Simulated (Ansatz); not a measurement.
TiAl3 (D022 type, space group I4/mmm)

```
TiAl3
1.0
   -1.92294     1.92294     4.30997
    1.92294    -1.92294     4.30997
    1.92294     1.92294    -4.30997
Al Ti
3 1
Direct
  0.50000   0.50000   0.00000
  0.75000   0.25000   0.50000
  0.25000   0.75000   0.50000
  0.00000   0.00000   0.00000
```

This relaxed cell (volume V₀) is scaled evenly in all directions, its shape held. Symmetry pins the atoms to their sites.

Calculation: PBE (plane waves to 420 eV, PAW, scalar-relativistic; Ansatz, an electronic-structure program). k mesh 17×17×17 (Γ-centred), Fermi-Dirac smearing 0.05 eV. Energies are smeared free energies. With the shape held, the modulus is that of even scaling; a crystal free to change shape is softer. TiAl3 is run without spin polarisation. TiAl3 was relaxed with its symmetry unable to fall. ΔE is measured from the relaxed starting cell.

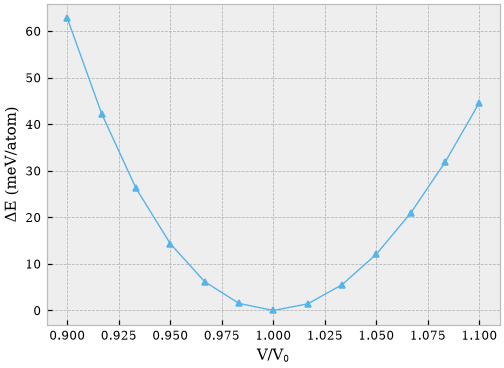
*ΔE (meV/atom) against V/V₀; computed points joined by lines.*

What bulk modulus at fixed cell shape B₀ follows from a third-order Birch-Murnaghan fit?

About 110 GPa.

What is ΔE at V/V₀ = 0.900?

About 63 meV/atom.

What is ΔE at V/V₀ = 1.100?

About 45 meV/atom.

(Under strain, the slope of the energy per volume gives the stress and its curvature an elastic modulus.)
